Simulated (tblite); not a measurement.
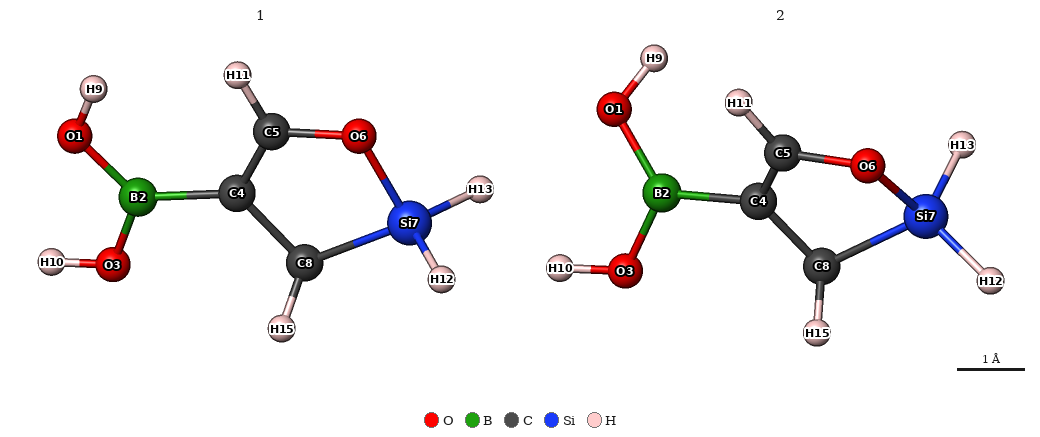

Two geometries of C₃H₇BO₃Si, drawn at one scale. One is the start of a relaxation, the other its converged end. A ball-and-stick model, seen at a tilt.

Computed with GFN2-xTB geometry optimisation, gas phase (tblite). 

**Which of the two is the end point?**

Structure 1 is the relaxed one. The atom that moves furthest after the best rigid fit is an H atom (1.46 Å). Largest moves by element: H 1.46 Å, O 0.72 Å, C 0.52 Å, Si 0.15 Å, B 0.10 Å. Some distances before and after: B–O 1.469 → 1.352 Å, O–Si 1.760 → 1.657 Å, B–O 1.451 → 1.367 Å, C–C 1.265 → 1.333 Å. Among the angles between lasting bonds that change: Si–C–H 104.8° → 114.7°, C–O–Si 104.0° → 112.1°, H–C–H 112.9° → 106.1°. Groups turn about B–O by about 45°, B–C by about 30°, B–O by about 30°. Over 112 geometry steps the energy falls by 32.0 kcal/mol. The run took 0.76 s on 1 thread of Arm Neoverse V1, with other jobs on the host.
